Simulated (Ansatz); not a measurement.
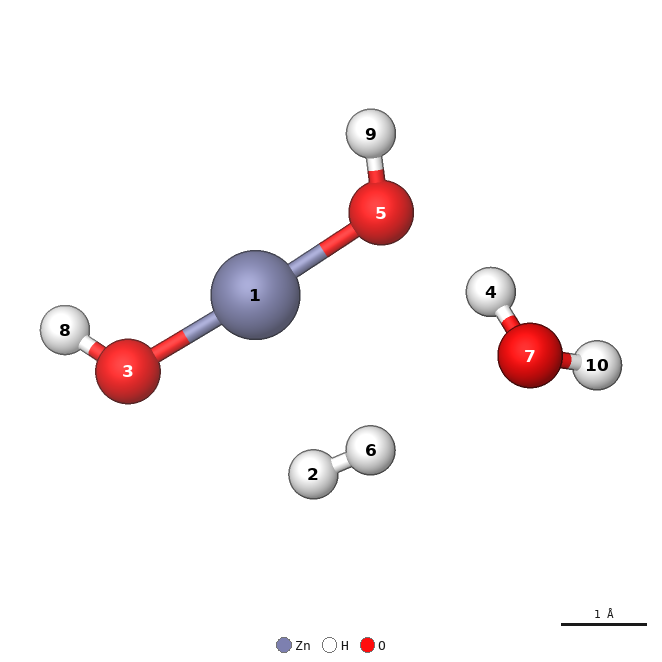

Numbered structure. Computed geometry: PBE0-D4/def2-TZVP optimisation.

Give the bond lengths.

| bond | length (Å) |
| --- | --- |
| Zn1–O3 | 1.774 |
| Zn1–O5 | 1.791 |
| H2–H6 | 0.759 |
| O3–H8 | 0.959 |
| H4–O7 | 0.975 |
| O5–H9 | 0.958 |
| O7–H10 | 0.959 |
